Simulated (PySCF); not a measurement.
System: C₉H₁₁B.

Input file:

```
{"job": {"kind": "nmr", "xc": "PBE0", "basis": "pcSseg-1"}, "charge": 0, "multiplicity": 1}
C      3.844168     0.199321    -1.186822
C      2.689484    -0.104360    -0.373514
C      1.722059    -0.359322     0.306166
B      0.516442    -0.675180     1.137324
C     -0.863005    -0.878697     0.404999
C     -2.188332    -0.731924     1.190834
C     -2.647079     0.397115     0.251750
C     -1.334543     0.267659    -0.509767
C     -0.523151     1.341916    -1.149214
C     -1.068792     0.476878    -1.960663
H      3.666389     1.114049    -1.752971
H      4.020882    -0.613787    -1.891353
H      4.729991     0.330983    -0.565006
H      0.613644    -0.753511     2.303918
H     -0.829771    -1.818066    -0.158653
H     -2.055300    -0.415799     2.223396
H     -2.825046    -1.614419     1.174424
H     -3.534135     0.165050    -0.338582
H     -2.796387     1.361649     0.737518
H      0.079441     2.203825    -0.998887
H     -1.225880     0.123560    -2.950887
```

Command:

```sh
OMP_NUM_THREADS=1 python probes_run.py task.json out
```

Geometry: GFN2-xTB.

The calculation used PBE0/pcSseg-1, SCF density, gas phase, non-relativistic (PySCF 2.14.0).

What will maps of the electron density and electron localisation function show?

Answer. C–C (1.21 Å): ρ at the midpoint is about 2.7 e/Å³; the ELF peaks at about 0.85 between the atoms: a multiple bond.
C–B (1.50 Å): ρ at the midpoint is about 1.5 e/Å³; the ELF peaks at about 0.95 between the atoms (localised, covalent bonding).
C–H (1.09 Å): ρ at the midpoint is about 2 e/Å³; the ELF climbs to about 1 towards the hydrogen, as it does in any bond to H (an ordinary covalent bond to hydrogen).
C–B (1.57 Å): the density is about 1.4 e/Å³ at the midpoint; the ELF peaks at about 1 between the atoms; a covalent bond.

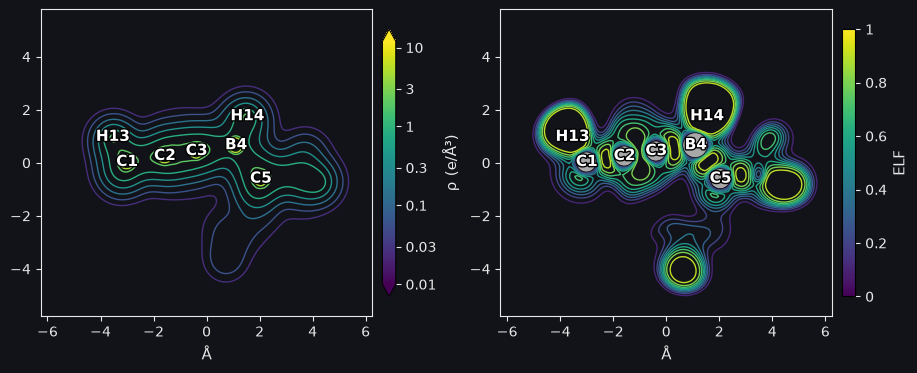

Computed electron density and electron localisation function on the plane of atoms C5, B4 and H14, in this order. Grey discs cover the atomic cores in the ELF map. 
